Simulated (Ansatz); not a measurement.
# CH₆AlO (charge −1): what the fields show

```yaml
atoms:
  - { symbol: Al, position_ang: [-0.2380, 0.5504, -1.2350] }
  - { symbol: O, position_ang: [0.8643, -0.0004, 0.0552] }
  - { symbol: C, position_ang: [0.3731, -0.5433, 1.2298] }
  - { symbol: H, position_ang: [-0.2951, -1.4101, 1.0584] }
  - { symbol: H, position_ang: [-0.2081, 0.1840, 1.8310] }
  - { symbol: H, position_ang: [1.1989, -0.8989, 1.8713] }
  - { symbol: H, position_ang: [0.6897, 1.0962, -2.4652] }
  - { symbol: H, position_ang: [-1.2090, 1.7419, -0.6421] }
  - { symbol: H, position_ang: [-1.1757, -0.7199, -1.7034] }
```

Geometry: r2SCAN-D4/def2-TZVPD.

Computed with RKS PBE0-D4/def2-TZVPD in Ansatz 0.2.0.

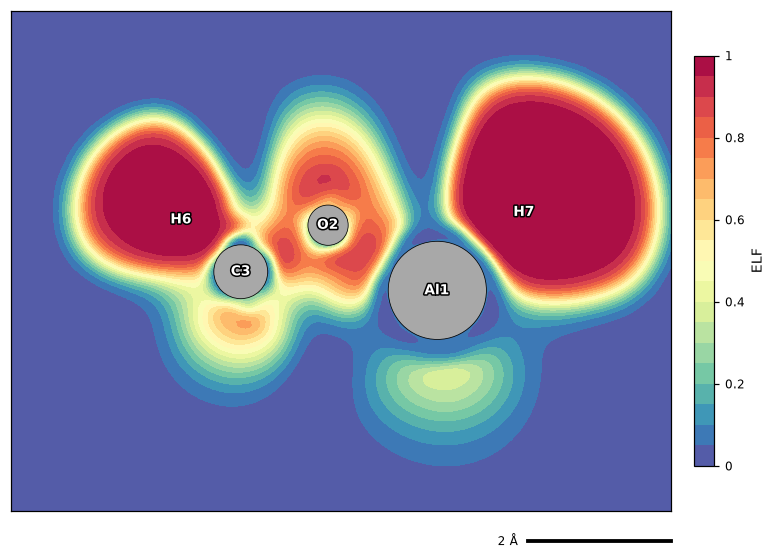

Figure 1. ELF on the plane of atoms O2, C3 and H6. Grey discs cover the atomic cores.

**Describe what can be read from this map.**

- The plane passes through Al, O, C and H nuclei.
- C–O (1.38 Å): the ELF peaks at about 0.90 between the atoms (a polar covalent bond).
- Al–O (1.78 Å): the ELF peaks at about 0.90 in the valence shell of O, 0.6 Å from its nucleus, and is about 0.55 at the midpoint.
- C–H (1.10 Å): the ELF climbs to about 1 towards the hydrogen, as it does in any bond to H: a covalent bond by its length.
- Al–H (1.63 Å): the ELF climbs to about 1 towards the hydrogen.
- The ELF also peaks beside O2, away from the bonds: lone-pair regions.

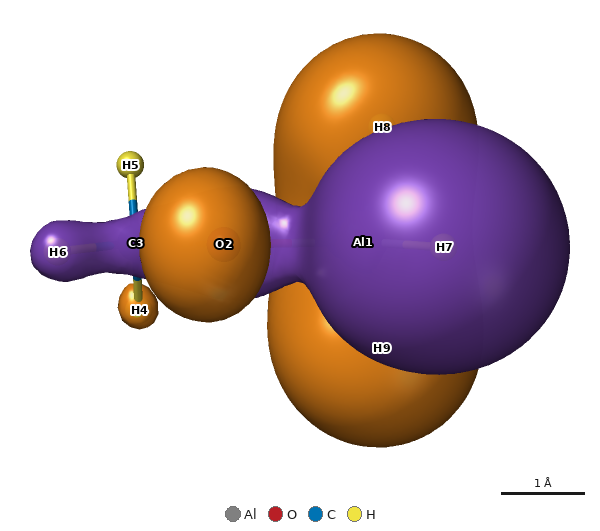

Figure 2. The HOMO−1 at ±0.06 Å⁻³ᐟ² (orange and purple are the two phases), seen across its widest extent.

**What is the character of this orbital?**

Its weight (Hirshfeld) is mainly on H7 (about 35 %), Al1 (about 30 %), H9 (about 15 %), H8 (about 10 %) and O2 (about 10 %). Its energy is −2.39 eV.
